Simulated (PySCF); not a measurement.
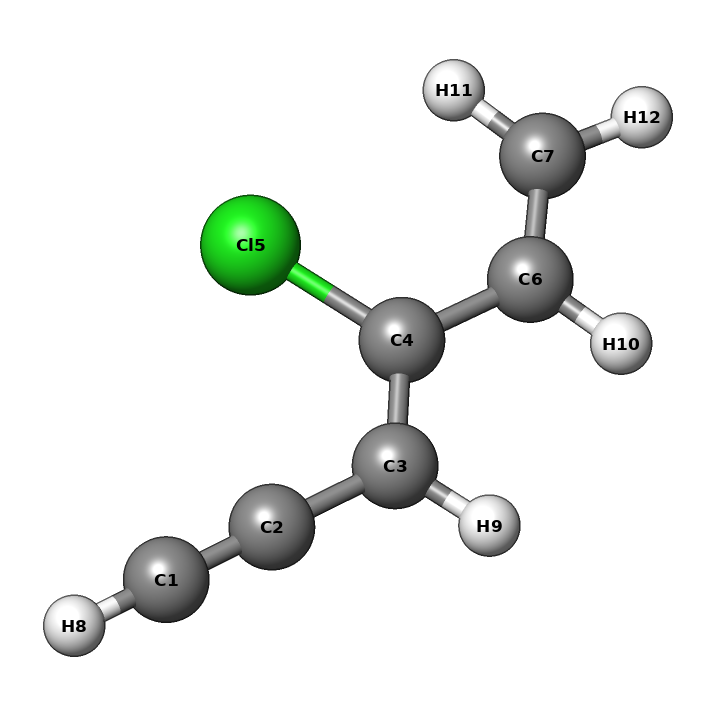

Every bond is drawn as one stick. Computed geometry: GFN2-xTB optimisation. No frequency run is at hand to confirm it as a minimum. Computed with PBE0/pcSseg-1 (PySCF 2.14.0).

### Which bond has the highest Mayer bond order?

C1–C2, 2.33, at a length of 1.202 Å.

List the Mayer bond orders of C1–C2, C1–H8, C2–C3, C3–C4, C3–H9, C4–Cl5, C4–C6, C6–C7, C6–H10, C7–H11, C7–H12.

```tsv
bond	Mayer order	length (Å)
C1–C2	2.33	1.202
C1–H8	1.15	1.049
C2–C3	1.13	1.402
C3–C4	1.65	1.346
C3–H9	0.93	1.082
C4–Cl5	1.13	1.733
C4–C6	1.08	1.445
C6–C7	1.90	1.329
C6–H10	0.96	1.082
C7–H11	0.94	1.076
C7–H12	0.94	1.075
```
